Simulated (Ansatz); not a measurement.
A series of calculations on CH5ClOSi

Part 1: Relaxation

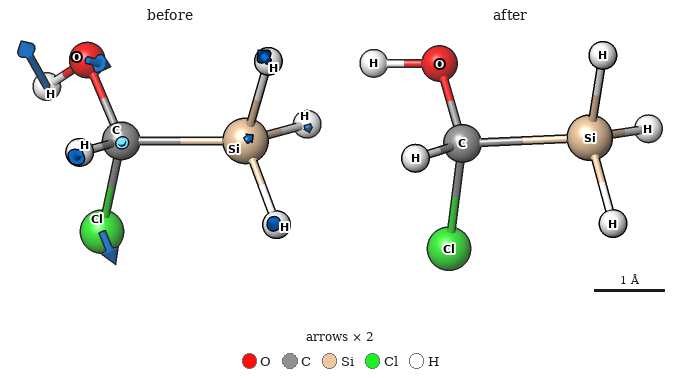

The structure of CH₅ClOSi before (left) and after (right) a relaxation, at one scale. The blue arrows give the displacements, 2 times their true length.

Style: ball-and-stick. Shown at a tilt.

The run prepares an end point of a later path (torsion) calculation, from a guessed geometry.

The calculation used Ansatz 0.2.0, RKS B3LYP/def2-SVP. Settings: no spin polarisation; force threshold 0.015 eV/Å; at most 40 steps.

Summarise the run.

Over 7 geometry steps the energy falls by 56.2 kJ/mol. Largest force component: 3 eV/Å at the start, 0.0078 eV/Å at the end. The largest move after the best rigid fit is that of an H atom, 0.57 Å. Largest moves by element: H 0.57 Å, Cl 0.27 Å, O 0.24 Å, C 0.11 Å, Si 0.08 Å. Some distances before and after: C–Cl 1.746 → 1.865 Å, C–Si 1.841 → 1.915 Å, H–Si 1.558 → 1.492 Å, H–O 1.031 → 0.969 Å. Bond angles that change, for instance: C–O–H 102.9° → 109.7°, O–C–Si 116.1° → 109.3°, Cl–C–H 109.1° → 102.5°. Groups turn about C–O by about 50°. The run took 28 s on 1 thread of Arm Neoverse V2, with other jobs on the host, peak memory 0.17 GiB.

Part 2: Relaxation

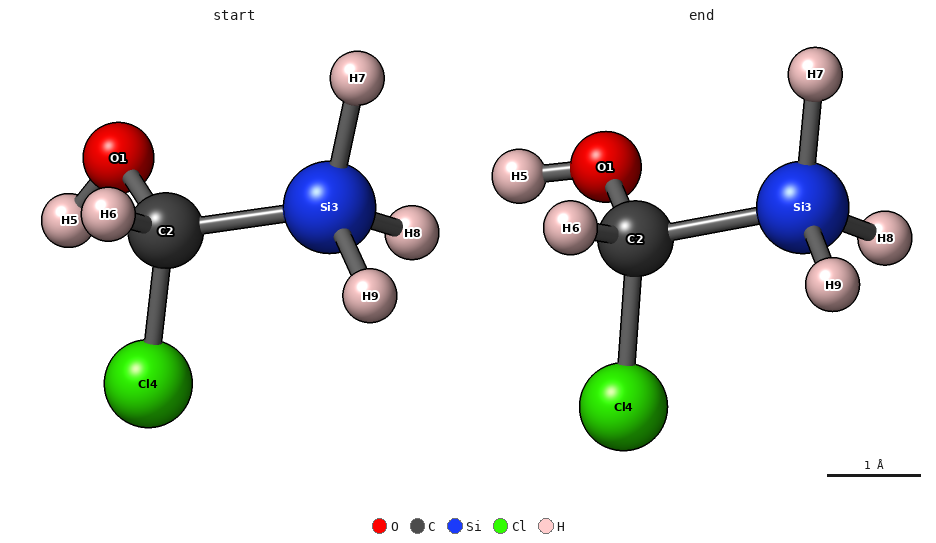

The structure of CH$_{5}$ClOSi before (left) and after (right) a relaxation, at one scale.

The picture is a ball-and-stick view, seen at a tilt.

The run prepares an end point of a later path (torsion) calculation, from a guessed geometry.

Theory: RKS B3LYP/def2-SVP in Ansatz 0.2.0. (no spin polarisation; force threshold 0.015 eV/Å; at most 40 steps)

**What changed between the two?**

The largest move after the best rigid fit is that of H5, 0.57 Å. Largest moves by element: H 0.57 Å, Cl 0.27 Å, O 0.25 Å, C 0.11 Å, Si 0.07 Å. Near-neighbour distances that change, for instance: C2–Cl4 1.746 → 1.866 Å, C2–Si3 1.841 → 1.915 Å, Si3–H9 1.558 → 1.488 Å, O1–H5 1.031 → 0.969 Å. Bond angles that change, for instance: C2–O1–H5 102.9° → 109.7°, O1–C2–Si3 116.1° → 109.4°, Cl4–C2–H6 109.1° → 102.4°. Groups turn about O1–C2 by about 50°. The energy falls by 0.576 eV in 10 geometry steps. The largest force component goes from 2.2 to 0.0051 eV/Å. Cost: 38 s on 1 thread of Arm Neoverse V2, with other jobs on the host, peak memory 0.17 GiB.

Part 3: Path

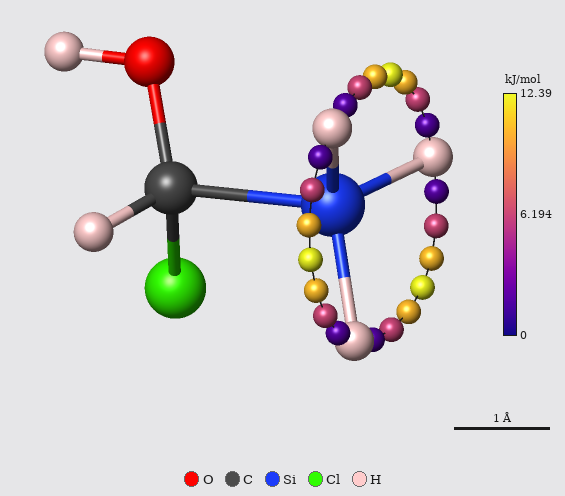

A search for the minimum-energy path of CH5ClOSi by the nudged elastic band. Images are numbered from 0 (start) to 8 (end). The start is drawn whole; smaller spheres mark the moving atoms (H) in the later images, joined by lines and coloured by the energy of the image relative to the start. Style: ball-and-stick. Shown at a tilt.

All numbers below come from RKS B3LYP/def2-SVP (Ansatz 0.2.0). Run with 7 movable images; climbing image; force threshold 0.05 eV/Å; iteration limit 49; starting path by image-dependent pair potential.

> Describe the path and its energy.

The motion is a rotation about the C–Si bond by about 120°. No bond forms or breaks between the ends. Bond angles that change up to the highest image, for instance: Si–C–Cl 107.0° → 109.6°, C–Si–H 108.7° → 111.2°. The barrier is about 12.4 kJ/mol in both directions, with image 4 at the top; the ends have the same energy. The band converged in 4 iterations. The largest component of the band force went from 1.2 to 0.039 eV/Å. The climbing image converged on the top of the path. Its vibrational analysis gives one imaginary mode (166i cm⁻¹), as a transition state must have.
